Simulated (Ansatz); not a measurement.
# wB97M-V/STO-3G run of [SiF3]− (SMILES F[Si-](F)F)

What is the vertical singlet–triplet gap of [SiF3]− at wB97M-V/STO-3G? 

The calculation is run with Ansatz 0.2.0.

5 further runs of the same task are left out: 4 that didn't finish, 1 set aside as unsound or not needed.

## Step 1: The molecule

[SiF3]− has 4 atoms, charge -1, and is taken as a singlet. SMILES: `F[Si-](F)F`. The coordinates come from a GFN2-xTB relaxation.

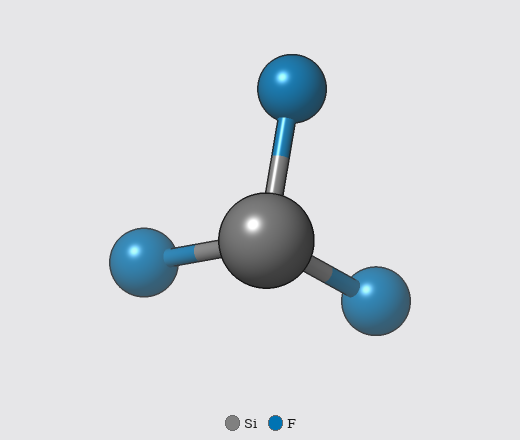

The structure, seen from a chosen angle (silicon grey, fluorine blue).

## Step 2: A single-point energy at wB97M-V/STO-3G

Input file in.yaml:

```yaml
basis:
  gaussian:
    orbitals: STO-3G
crystal:
  periodic: [false, false, false]
  atoms:
    - symbol: Si
      position_ang: [-0.004470, 0.005770, 0.685050]
    - symbol: F
      position_ang: [1.428310, -0.030960, -0.216950]
    - symbol: F
      position_ang: [-0.687310, 1.250250, -0.242810]
    - symbol: F
      position_ang: [-0.736530, -1.225060, -0.225300]
total_charge: -1
hamiltonian:
  xc: {name: wB97M-V}
accuracy: high
```

The run is started by

```console
ansatz run in.yaml --threads 1 --pin off --max-ram 2610MiB --events-out events.jsonl --progress --plain --runs-dir runs
```

The program printed:

```text
Warning: RAYON_NUM_THREADS=1 ignored (pool sized by the plan → 1); use --threads N
Functional definition: wB97M-V
  name "wB97M-V"
  parameter omega = 0.3/bohr
  parameter cx = 0.15
  parameter cx01 = 1.007
  parameter cx10 = 0.259
  parameter css00 = 0.443
  parameter css04 = -1.437
  parameter css10 = -4.535
  parameter css20 = -3.390
  parameter css43 = 4.278
  parameter cos00 = 1.000
  parameter cos10 = 1.358
  parameter cos20 = 2.924
  parameter cos21 = -8.812
  parameter cos60 = -1.390
  parameter cos61 = 9.142
  parameter b = 6.0
  parameter c = 0.01
  gx(w, u) = 1 - cx + cx01*u + cx10*w
  gss(w, u) = css00 + css04*u^4 + css10*w + css20*w^2 + css43*w^4*u^3
  gos(w, u) = cos00 + cos10*w + (cos20 + cos21*u)*w^2 + (cos60 + cos61*u)*w^6
  exchange = spin_sum(e_x_unif_sr(omega)*gx(b97_w, b97_u_x)) + cx*exact_x_sr(omega) + exact_x_lr(omega)
  correlation = spin_sum(e_c_pw_mod_same_spin*gss(b97_w, b97_u_same))
      + integral(e_c_pw_mod_opposite_spin*gos(b97_w_opposite, b97_u_opposite)) + vv10(b, c)
463 factors; integrals over basis functions are off by at most 4.2e-8 eV
150 factors; integrals over basis functions are off by at most 6.0e-10 eV
mean field evaluation 1: about -15815.1523 eV, gradient 1.7e1 eV
mean field evaluation 2: about -15816.2492 eV, gradient 7.1e0 eV
mean field evaluation 4: about -15816.4151 eV, gradient 5.4e-2 eV
mean field evaluation 8: about -15816.4130 eV, gradient 5.5e-4 eV
mean field -15816.41300281 eV, -581.2424571035 hartree, gradient 8.1e-8 eV, S^2 0.000000; 0 other end points of the search recorded, 0 dependent functions left out
reference -15816.41300439 eV, -581.2424571616 hartree; 21, 21 occupied and 3, 3 virtual orbitals, 463 factors
Total energy: -15816.41300439 eV, -581.2424571616 hartree
```

Wall time 6 s (1 thread of AMD EPYC 9R45 (Zen 5), shared host); peak memory 0.3 GiB.

## Step 3: The triplet at the same level

Input file job.yaml:

```yaml
crystal:
  periodic: [false, false, false]
  atoms:
    - {symbol: Si, position_ang: [-0.004470, 0.005770, 0.685050]}
    - {symbol: F, position_ang: [1.428310, -0.030960, -0.216950]}
    - {symbol: F, position_ang: [-0.687310, 1.250250, -0.242810]}
    - {symbol: F, position_ang: [-0.736530, -1.225060, -0.225300]}
basis:
  gaussian: {orbitals: STO-3G}
total_charge: -1
magnetization: {spin_polarized: true, initial_magnetization: 2}
hamiltonian: {xc: {name: wB97M-V}}
accuracy: high
```

The run is started by

```console
ansatz run job.yaml --threads 1 --pin off --max-ram 2610MiB --events-out events.jsonl --progress --plain --runs-dir runs
```

The program printed, shortened:

```text
Warning: RAYON_NUM_THREADS=1 ignored (pool sized by the plan → 1); use --threads N
Functional definition: wB97M-V
  name "wB97M-V"
[...]
  gx(w, u) = 1 - cx + cx01*u + cx10*w
  gss(w, u) = css00 + css04*u^4 + css10*w + css20*w^2 + css43*w^4*u^3
  gos(w, u) = cos00 + cos10*w + (cos20 + cos21*u)*w^2 + (cos60 + cos61*u)*w^6
[...]
      + integral(e_c_pw_mod_opposite_spin*gos(b97_w_opposite, b97_u_opposite)) + vv10(b, c)
463 factors; integrals over basis functions are off by at most 4.2e-8 eV
150 factors; integrals over basis functions are off by at most 6.0e-10 eV
[...]
mean field -15808.55150442 eV, -580.9535523662 hartree, gradient 8.0e-8 eV, S^2 2.002962; 2 other end points of the search recorded, 0 dependent functions left out
reference -15808.55150602 eV, -580.9535524252 hartree; 22, 20 occupied and 2, 4 virtual orbitals, 463 factors
Total energy: -15808.55150602 eV, -580.9535524252 hartree
```

Run time: 48 s. Hardware: 1 thread of AMD EPYC 9R45 (Zen 5), shared host; peak memory 0.56 GiB.

## Step 4: Outcome

Level: wB97M-V/STO-3G.

| quantity | value |
| --- | --- |
| singlet: total energy | -581.24246 Eh |
| triplet: total energy | -580.95355 Eh |
| triplet: ⟨S²⟩ | 2.003 |
| vertical energy of the triplet above the singlet | 7.861 eV |

What this shows: At this shape the triplet lies 7.86 eV (759 kJ/mol) above the singlet. For an anion a state so high probably lies above electron detachment. In a minimal basis such a difference can be off by several eV, whatever the method.
